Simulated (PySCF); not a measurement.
Molecule: SMILES F[SiH2][SiH2][Si](Cl)(Cl)Cl. Atoms near the plane z = 1.5 Å, at the GFN2-xTB optimised geometry (x, y, z in Å): F1 (2.8, 1.3, 1.3), Si2 (1.2, 1.1, 1.6), Si3 (0.3, -0.3, 0.0), Si4 (-2.0, -0.3, 0.0), Cl5 (-2.8, -1.1, 1.7), Cl6 (-2.8, 1.6, 0.0), H8 (1.2, 0.6, 3.0), H9 (0.7, 2.5, 1.7), H11 (0.7, -1.6, 0.2).

Method: PySCF 2.14.0 with PBE0/def2-TZVP. Cells within 0.4 Å of a nucleus heavier than hydrogen are left out (blank, or x). The values are rescaled to run from 0 to 1.

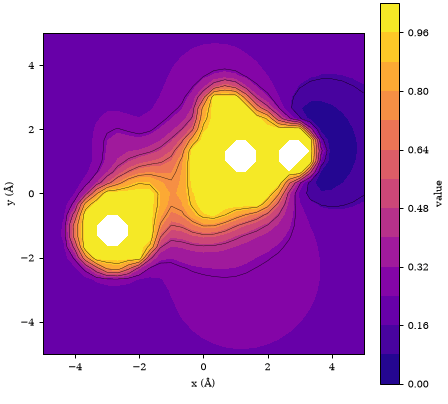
Figure. a field on the plane z = 1.5 Å.

Which quantity is mapped?
A) deformation density (molecule minus spherical neutral atoms)
B) log10 of the electron density
C) electrostatic potential
D) an orbital amplitude

C, electrostatic potential. In full: electrostatic potential (hartree/e), clipped to [-0.08, 0.12].
